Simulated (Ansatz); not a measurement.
## BeB2 (P6/mmm): from the cell to its phonons

How does BeB2 (P6/mmm) vibrate, and is this structure a minimum?

Calculated with Ansatz 0.2.0; DFT PBEsol, scalar-relativistic, plane waves, PAW.

## Step 1: The starting structure

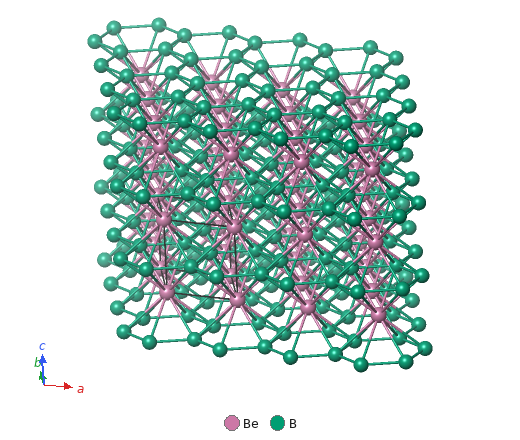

The cell as given, slightly off an axis (beryllium pink, boron teal). 3×3×2 cells are drawn. Some periodic images of atoms are drawn too.

## Step 2: Bringing the structure to rest

The cell and atoms are relaxed, since residual forces and stress would shift the frequencies.

input.yaml

```yaml
crystal:
  lattice:
    - [2.9296904481, 0.0, 0.0]
    - [-1.464845224, 2.5371863533, 0.0]
    - [0.0, 0.0, 2.877335]
  atoms:
    - { symbol: Be, position: [0.0, 0.0, 0.0] }
    - { symbol: B, position: [0.33333333, 0.66666667, 0.5] }
    - { symbol: B, position: [0.66666667, 0.33333333, 0.5] }
kpoints:
  mp_grid: { grid: [15, 15, 14] }
hamiltonian:
  xc: pbesol
scf:
  occupations: { method: gaussian, width: 0.1 }
output:
  forces: true
  stress: true
  eigenvalues: true
  write_density: true
  write_potential: true
  elf: true
  volumetric_format: npy
relax:
  adjacent_minimum: "off"
  f_tol: 0.005
  max_steps: 80
  cell: { stress_tol: 0.05 }
```

Command:

```sh
$ ansatz run input.yaml --threads 4 --pin off --max-ram 7168MiB --backend cpu --events-out ev --progress --plain --runs-dir out
```

Numbers of over 12 decimals in the logs are rounded to 6 here.

The log of the run:

```text
Engine: ansatz 0.2.0, aarch64-unknown-linux-gnu
Pseudopotentials: kind: paw
Pseudopotential: Be, paw, valence charge 2, recommended cutoff 420 eV (normal), Be.paw.azcp
Pseudopotential: B, paw, valence charge 3, recommended cutoff 420 eV (normal), B.paw.azcp
Functional definition: PBEsol
  exchange = pbesol_x
  correlation = pbesol_c
Crystal: 3 atoms, lattice volume = 21.388 Å³
Basis set: ecut = 420 eV, 405 PW (Γ), exchange–correlation on 40×40×40 points (8 copies of the dense FFT grid, shifted against one another)
Bands: 8, of which v1, the nominal top of the filled ones, is band 4 counted from 1 (3 counted from 0)
Symmetry: 24 space group operations
Space group: P6/mmm (ITA 191), of the structure as read, at distance tolerance 2.8e-5 Å
k-points: 216 of 3150
Non-local potential: Be, projectors of the file, l = 0: 2, l = 1: 2, l = 2: 1
Non-local potential: B, projectors of the file, l = 0: 2, l = 1: 2, l = 2: 1
PAW form: soft (Blöchl's): semilocal exchange-correlation on the pseudo side does not see the compensation charge
PAW frozen core: Be, regenerated for the run's functional, and the local potential with it (the file was generated under x = pbe(κ = 0.804, μ = 0.219515), c = pbe(β = 0.066725))
PAW frozen core: B, regenerated for the run's functional, and the local potential with it (the file was generated under x = pbe(κ = 0.804, μ = 0.219515), c = pbe(β = 0.066725))
PAW one-centre angular grid: Be, 110 points (default); XC on 64 Gauss nodes
PAW one-centre angular grid: B, 110 points (default); XC on 64 Gauss nodes
Initial density: superposition of atomic densities (neutral atoms: chi_scale 0, normalization atom), corrected by the library's trained network
Initial wavefunctions: pseudopotential atomic-orbital guess
Functional: x = pbesol(κ = 0.804, μ = 0.123457), c = pbesol(β = 0.046)
SCF iter   1: F=—  HF=-395.358468 eV  |F-HF|=—  |Δ(HF+E_count)|=         —  Δρ=3.78e-3  dr2=3.16e-3  ethr=1.77e-3  ⟨swp⟩=5.1  Hψ=12884  notcnv=0
preconditioner: auto → none  [metal: Δε(μ)=0.050 eV  Ē_g=12.355 eV  σ=0.100 eV  W_gap=0.27  n_scr=2 (ndim 8)  ℏωp=22.7 eV  f_vac=0.000  D(μ)=0.33/eV (n_scr^D=0)  sad-step TF]
SCF iter   2: F=—  HF=-395.357780 eV  |F-HF|=—  |Δ(HF+E_count)|=   6.89e-4  Δρ=2.25e-3  dr2=1.15e-3  ethr=3.95e-5  ⟨swp⟩=1.0  Hψ=3456  notcnv=0
SCF iter   3: F=—  HF=-395.357436 eV  |F-HF|=—  |Δ(HF+E_count)|=   3.44e-4  Δρ=1.24e-4  dr2=1.58e-6  ethr=1.44e-5  ⟨swp⟩=2.3  Hψ=2510  notcnv=0
SCF iter   4: F=—  HF=-395.357427 eV  |F-HF|=—  |Δ(HF+E_count)|=   8.91e-6  Δρ=2.66e-5  dr2=2.17e-7  ethr=1.97e-8  ⟨swp⟩=2.3  Hψ=2478  notcnv=0
iter 5 did not close the SCF: its close was put off for the readings that it lacked (scf_convergence_deferred on its scf_iter line)
SCF iter   5: F=-395.357427 eV  HF=-395.357427 eV  |F-HF|=2.25e-8  |Δ(HF+E_count)|=   5.63e-8  Δρ=9.65e-6  dr2=3.00e-8  ethr=2.71e-9  ⟨swp⟩=2.1  Hψ=2435  notcnv=0
SCF iter   6: F=-395.357427 eV  HF=-395.357427 eV  |F-HF|=1.46e-9  |Δ(HF+E_count)|=   1.08e-8  Δρ=2.46e-6  dr2=1.94e-9  ethr=3.75e-10  ⟨swp⟩=4.8  Hψ=8353  notcnv=0
SCF 1 converged in 6 iterations: F = -395.357427 eV  dr2 = 1.94e-9
  greatest PAW one-centre occupation: 0.542 electrons in one spin orbital (limit 2), on the B atom at site 2 (counted from 0), in its partial waves of l = 0
relax step   1: F+E_penalty+E_count = -395.35742659 eV  Δ(F+E_penalty+E_count) = +0.000e0 eV  max|allowed force component| = 4.626e-17 eV/Å  Δτ_max = 0.0000 Å  P = -2.343 GPa  Ω = 21.388 Å³  (6 SCF iters, dr2 threshold 1.00e-7 eV, accepted)
Crystal: 3 atoms, lattice volume = 21.212 Å³
Initial density: handed on by an earlier stage of this run
Initial wavefunctions: those handed on with the density
iter 1 solved again at ethr=2.22e-6 eV; its pass at ethr=3.10e-3 eV (dr2=1.78e-4 eV) is discarded
SCF iter   1: F=—  HF=-395.359491 eV  |F-HF|=—  |Δ(HF+E_count)|=         —  Δρ=7.80e-4  dr2=1.71e-4  ethr=2.22e-6  ⟨swp⟩=1.2  Hψ=13580  notcnv=0
preconditioner: auto → none  [metal: Δε(μ)=0.042 eV  Ē_g=12.433 eV  σ=0.100 eV  W_gap=0.23  n_scr=2 (ndim 8)  ℏωp=22.8 eV  f_vac=0.000  D(μ)=0.36/eV (n_scr^D=0)]
SCF iter   2: F=—  HF=-395.359420 eV  |F-HF|=—  |Δ(HF+E_count)|=   7.12e-5  Δρ=1.93e-4  dr2=3.87e-6  ethr=2.14e-6  ⟨swp⟩=2.2  Hψ=2462  notcnv=0
SCF iter   3: F=—  HF=-395.359420 eV  |F-HF|=—  |Δ(HF+E_count)|=   2.53e-7  Δρ=8.45e-5  dr2=6.71e-7  ethr=3.75e-9  ⟨swp⟩=8.3  Hψ=11490  notcnv=0
SCF iter   4: F=-395.359420 eV  HF=-395.359420 eV  |F-HF|=2.76e-11  |Δ(HF+E_count)|=   1.40e-8  Δρ=2.93e-6  dr2=7.31e-10  ethr=3.75e-9  ⟨swp⟩=7.7  Hψ=10336  notcnv=0
SCF 2 converged in 4 iterations: F = -395.359420 eV  dr2 = 7.31e-10
  greatest PAW one-centre occupation: 0.543 electrons in one spin orbital (limit 2), on the B atom at site 2 (counted from 0), in its partial waves of l = 0
relax step   2: F+E_penalty+E_count = -395.35941972 eV  Δ(F+E_penalty+E_count) = -1.993e-3 eV  max|allowed force component| = 3.701e-17 eV/Å  Δτ_max = 0.0000 Å  P = -1.065 GPa  Ω = 21.212 Å³  energy of the carried Pulay correction = +2.527e-4 eV  (4 SCF iters, dr2 threshold 3.00e-7 eV, accepted)
Crystal: 3 atoms, lattice volume = 21.081 Å³
iter 1 solved again at ethr=4.44e-6 eV; its pass at ethr=3.10e-3 eV (dr2=3.55e-4 eV) is discarded
SCF iter   1: F=—  HF=-395.360007 eV  |F-HF|=—  |Δ(HF+E_count)|=         —  Δρ=1.14e-3  dr2=3.66e-4  ethr=4.44e-6  ⟨swp⟩=1.0  Hψ=13439  notcnv=0
preconditioner: auto → none  [metal: Δε(μ)=0.053 eV  Ē_g=12.492 eV  σ=0.100 eV  W_gap=0.28  n_scr=2 (ndim 8)  ℏωp=22.9 eV  f_vac=0.000  D(μ)=0.34/eV (n_scr^D=0)]
SCF iter   2: F=—  HF=-395.359869 eV  |F-HF|=—  |Δ(HF+E_count)|=   1.37e-4  Δρ=1.80e-4  dr2=3.67e-6  ethr=4.44e-6  ⟨swp⟩=2.3  Hψ=2501  notcnv=0
SCF iter   3: F=—  HF=-395.359860 eV  |F-HF|=—  |Δ(HF+E_count)|=   9.76e-6  Δρ=7.54e-5  dr2=6.06e-7  ethr=3.75e-9  ⟨swp⟩=8.4  Hψ=11572  notcnv=0
SCF iter   4: F=-395.359860 eV  HF=-395.359860 eV  |F-HF|=3.41e-10  |Δ(HF+E_count)|=   1.45e-7  Δρ=2.12e-6  dr2=7.21e-10  ethr=3.75e-9  ⟨swp⟩=7.8  Hψ=10369  notcnv=0
SCF 3 converged in 4 iterations: F = -395.359860 eV  dr2 = 7.21e-10
  greatest PAW one-centre occupation: 0.545 electrons in one spin orbital (limit 2), on the B atom at site 2 (counted from 0), in its partial waves of l = 0
relax step   3: F+E_penalty+E_count = -395.35985956 eV  Δ(F+E_penalty+E_count) = -4.398e-4 eV  max|allowed force component| = 1.164e-16 eV/Å  Δτ_max = 0.0000 Å  P = +0.443 GPa  Ω = 21.081 Å³  energy of the carried Pulay correction = +4.676e-4 eV  (4 SCF iters, dr2 threshold 3.00e-7 eV, accepted)
[...]
relax step   4: F+E_penalty+E_count = -395.35995235 eV  Δ(F+E_penalty+E_count) = -9.279e-5 eV  max|allowed force component| = 7.324e-17 eV/Å  Δτ_max = 0.0000 Å  P = +0.004 GPa  Ω = 21.106 Å³  energy of the carried Pulay correction = +4.198e-4 eV  (3 SCF iters, dr2 threshold 3.00e-7 eV, accepted)
Initial wavefunctions: pseudopotential atomic-orbital guess (no wavefunctions were taken with the density)
iter 1 solved again at ethr=4.36e-8 eV; its pass at ethr=3.10e-3 eV (dr2=3.49e-6 eV) is discarded
SCF iter   1: F=—  HF=-395.359544 eV  |F-HF|=—  |Δ(HF+E_count)|=         —  Δρ=4.41e-5  dr2=9.37e-8  ethr=4.36e-8  ⟨swp⟩=2.7  Hψ=17341  notcnv=0
preconditioner: auto → none  [metal: Δε(μ)=0.057 eV  Ē_g=12.473 eV  σ=0.100 eV  W_gap=0.30  n_scr=2 (ndim 8)  ℏωp=22.9 eV  f_vac=0.000  D(μ)=0.36/eV (n_scr^D=0)]
SCF iter   2: F=—  HF=-395.359533 eV  |F-HF|=—  |Δ(HF+E_count)|=   1.12e-5  Δρ=2.18e-5  dr2=2.14e-8  ethr=1.17e-9  ⟨swp⟩=1.1  Hψ=1750  notcnv=0
SCF iter   3: F=—  HF=-395.359533 eV  |F-HF|=—  |Δ(HF+E_count)|=   2.22e-8  Δρ=9.44e-7  dr2=1.73e-10  ethr=2.67e-10  ⟨swp⟩=1.8  Hψ=2226  notcnv=0
SCF iter   4: F=-395.359533 eV  HF=-395.359533 eV  |F-HF|=1.19e-12  |Δ(HF+E_count)|=  4.64e-11  Δρ=2.66e-7  dr2=5.77e-12  ethr=1.00e-12  ⟨swp⟩=5.3  Hψ=6379  notcnv=0
SCF 5 converged in 4 iterations: F = -395.359533 eV  dr2 = 5.77e-12
relax step   5: F+E_penalty+E_count = -395.35953278 eV  Δ(F+E_penalty+E_count) = +4.196e-4 eV  max|allowed force component| = 8.018e-17 eV/Å  Δτ_max = 0.0000 Å  P = -0.025 GPa  Ω = 21.106 Å³  stress off target by 3.54e-2 GPa  SCF on the basis re-selected at this cell (its energy is not comparable with the rows above)  (4 SCF iters)
basis re-selected at this cell: Δ(F+E_penalty+E_count) = +4.196e-4 eV, ΔP = -0.029 GPa vs the last step (what re-selecting the basis moved, of the pressure what is left beyond the Pulay correction that the steps carried, after the strain that the cell walked since its last selection, with what the two solves' SCF thresholds leave and, on support functions, any second-order correction that the steps lacked; it is no m [...]
SCF converged after 4 iterations
Free energy (F): -395.359533 eV
Harris-Foulkes:  -395.359533 eV  (|F-HF|=1.19e-12)
Internal energy: -395.357757 eV  (E = F + TS)
E sigma→0 (E₀):  -395.358645 eV
Entropy (-TS):   -0.001776 eV (-0.592 meV/atom)
Fermi energy:    9.628315 eV
--- Per-component energies (eV) ---
  E_band       = 29.470574
  E_kinetic    = 120.334274
  E_local      = -38.608797  (includes V_loc(G=0)·N_el)
  E_nonlocal   = 27.258301
  E_hartree    = 12.701157
  E_xc         = -84.524448
  E_vxc        = -98.246771  (∫ρ·V_xc dr)
  E_paw        = -208.071861  (= ΣΔE_a)
  E_vpaw       = -6.668735  (= ΣTr[D̂ρ^β])
  E_aug_tail   = -0.000005  (compensation charges beyond the density's cutoff)
  E_ewald      = -224.485331
  E_core_change = 0.038953  (= ΣΔE_core)
  E_smearing   = -0.001776  (= −TS)
  E_closure    = 0.000000  (closes the sum)
  Σ components = -395.359533   (vs F -395.359533, Δ=0.00e0)
--- Forces (eV/Å), atoms counted from 1 ---
  atom   1  Be    -0.00000000     0.00000000     0.00000000
  atom   2  B      0.00000000    -0.00000000     0.00000000
  atom   3  B     -0.00000000     0.00000000     0.00000000
  max |Σ_I F_I| component: 9.25e-18 eV/Å
--- Stress (GPa, compression-positive) ---
       -0.035355      -0.000000       0.000000
       -0.000000      -0.035355       0.000000
        0.000000       0.000000      -0.004619
  P = ⅓ Tr σ = -0.0251 GPa (-0.251 kbar)
--- Band table (eV; the first three rows and the last of 216) ---
  k-point 0: bands = ["-4.9089", "7.4238", "9.5277", "9.5277", "13.3126", "13.3126", "15.2168", "19.1631"]
  k-point 1: bands = ["-4.8410", "6.9215", "9.5655", "9.5655", "13.3996", "13.3996", "15.8739", "19.0963"]
  k-point 2: bands = ["-4.6390", "5.7574", "9.6737", "9.6737", "13.6602", "13.6602", "17.4859", "18.9225"]
  k-point 215: bands = ["2.5969", "3.3541", "3.3541", "5.8037", "5.8037", "11.6161", "19.5614", "23.7112"]
--- Relaxed structure (4 steps of the walk, 4 accepted, 1 SCFs on fresh bases) ---
  F+E_penalty+E_count = -395.35953278 eV   max|allowed force component| = 8.018e-17 eV/Å   (the final SCF, on the basis selected at the relaxed cell)
  cell:  # Å, volume = 21.1059 Å³
    - [2.920857, -2.878049289659572e-11, 0]
    - [-1.460429, 2.529537, -4.795557571868003e-19]
    - [0, -5.438475430896861e-19, 2.856619]
  atoms:
    - { symbol: Be, position: [0, 0, 0] }
    - { symbol: B, position: [0.333333, 0.666667, 0.500000] }
    - { symbol: B, position: [0.666667, 0.333333, 0.500000] }
```

It took 3.9 s on 4 threads of Arm Neoverse V2, shared host; peak memory 0.34 GiB.

The steps of the relaxation:

```csv
step,energy less that of the first step (eV),largest force component (eV/Å),pressure (GPa),volume (Å³)
1,0.0000,0.0000,-2.34,21.39
2,-0.0020,0.0000,-1.07,21.21
3,-0.0024,0.0000,0.44,21.08
4,-0.0025,0.0000,0.00,21.11
5*,-0.0021,0.0000,-0.03,21.11
```

Relaxation steps marked * repeat the geometry before them on a plane-wave basis chosen anew for their cell, so energy and pressure can jump there.

The run keeps the 24 symmetry operations that it works with, so distortions that break them were not tested.

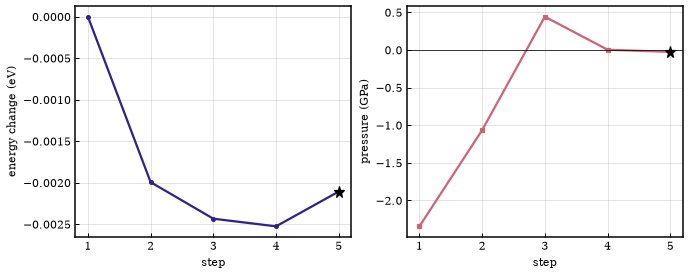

Energy and pressure along the relaxation. Stars mark steps on a basis chosen anew.

```csv
"conventional cell, symmetrised",before,after,change
a (Å),2.930,2.921,-0.3 %
b (Å),2.930,2.921,-0.3 %
c (Å),2.877,2.857,-0.7 %
volume (Å³/atom),7.13,7.04,-1.3 %
```

The relaxed structure:

```xyz
3
Lattice="2.9209 0.0000 0.0000 -1.4604 2.5295 0.0000 0.0000 0.0000 2.8566" Properties=species:S:1:pos:R:3 pbc="T T T"
Be    0.0000    0.0000    0.0000
B     0.0000    1.6864    1.4283
B     1.4604    0.8432    1.4283
```

Numbers from this step:

```yaml
pressure: -0.02511 GPa
volume_per_atom: 7.035 Å³
gap_on_the_k_mesh: 0 eV
```

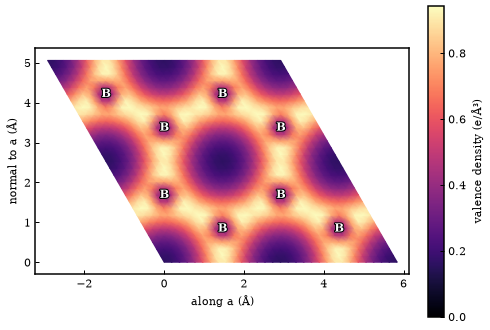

Valence density in the ab plane at fractional z = 0.500, with atoms of B within 0.2 Å of it. It is the smooth field of the valence electrons, not physical close to the nuclei.

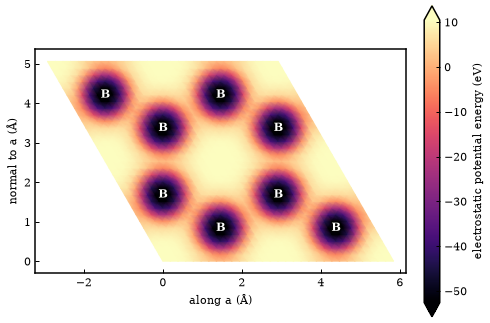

Electrostatic potential energy in the ab plane at fractional z = 0.500, with atoms of B within 0.2 Å of it. With pseudopotentials it is smooth inside the atoms' cores, unlike the true potential.

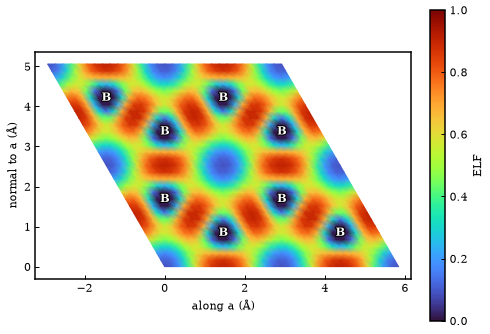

ELF in the ab plane at fractional z = 0.500, with atoms of B within 0.2 Å of it. It is the smooth field of the valence electrons, not physical close to the nuclei.

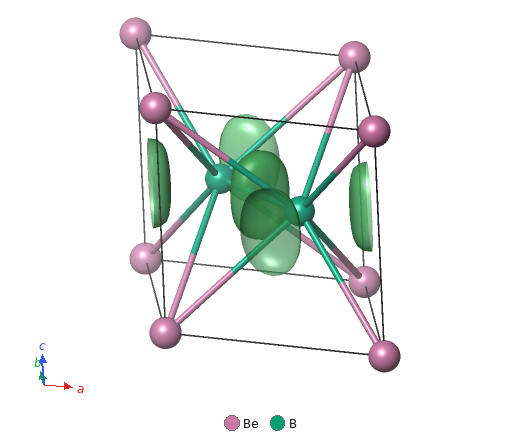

Surface of ELF = 0.82.

In this step the volume went from 7.13 to 7.04 Å³/atom.

## Step 3: Relaxing to small forces for the phonons

Phonons need a cell at rest on their own settings, so the relaxation is repeated with tight tolerances on forces and stress on the k mesh and occupations of the first response run.

input.yaml

```yaml
crystal:
  lattice:
    - [2.9208573108, 0.0, 0.0]
    - [-1.4604286554, 2.529536632, 0.0]
    - [0.0, 0.0, 2.8566190244]
  atoms:
    - { symbol: Be, position: [0.0, 0.0, 0.0] }
    - { symbol: B, position: [0.3333333333, 0.6666666667, 0.5] }
    - { symbol: B, position: [0.6666666667, 0.3333333333, 0.5] }
kpoints:
  mp_grid: { grid: [15, 15, 16] }
hamiltonian:
  xc: pbesol
scf:
  occupations: { method: methfessel_paxton, width: 0.15 }
output:
  forces: true
  stress: true
  eigenvalues: true
relax:
  adjacent_minimum: "off"
  f_tol: 0.001
  max_steps: 60
  cell: { stress_tol: 0.01 }
```

The log of the run:

```text
[...]
Crystal: 3 atoms, lattice volume = 21.106 Å³
Basis set: ecut = 420 eV, 405 PW (Γ), exchange–correlation on 40×40×40 points (8 copies of the dense FFT grid, shifted against one another)
Bands: 8, of which v1, the nominal top of the filled ones, is band 4 counted from 1 (3 counted from 0)
Symmetry: 24 space group operations
[...]
k-points: 243 of 3600
[...]
--- Band table (eV; the first three rows and the last of 243) ---
[...]
--- Relaxed structure (3 steps of the walk, 3 accepted, 1 SCFs on fresh bases) ---
[...]
cell:  # Å, volume = 21.1024 Å³
    - [2.921253, 0, 0]
    - [-1.460626, 2.529879, 0]
    - [0, 0, 2.855377]
  atoms:
    - { symbol: Be, position: [0, 0, 0] }
    - { symbol: B, position: [0.333333, 0.666667, 0.500000] }
    - { symbol: B, position: [0.666667, 0.333333, 0.500000] }
[key lines of the parts left out:]
SCF converged after 4 iterations
Free energy (F): -395.357346 eV
Fermi energy:    9.670122 eV
P = ⅓ Tr σ = -0.0003 GPa (-0.003 kbar)
```

It took 3 s on 4 threads; peak memory 0.34 GiB; 11 s of CPU time.

Little changed from the start: no atom moved by 0.005 Å and no cell edge by 0.1 %.

Numbers from this step:

- pressure: -3.41e-4 GPa
- volume per atom: 7.034 Å³

The forces vanish by symmetry and the pressure is 0.000 GPa, within the tolerances set. The cell now holds 7.03 Å³/atom.

[end of part 1 of 2]

[Logs are printed without paths, hosts, clocks, repeated set-up lines and the standing remarks that a program may print on its own settings, such as how far it seeks lower states.]

[Hosts, paths, dates, database ids (printed as entryN), source tags and the programs' standing remarks are cut or masked in the printed files.]
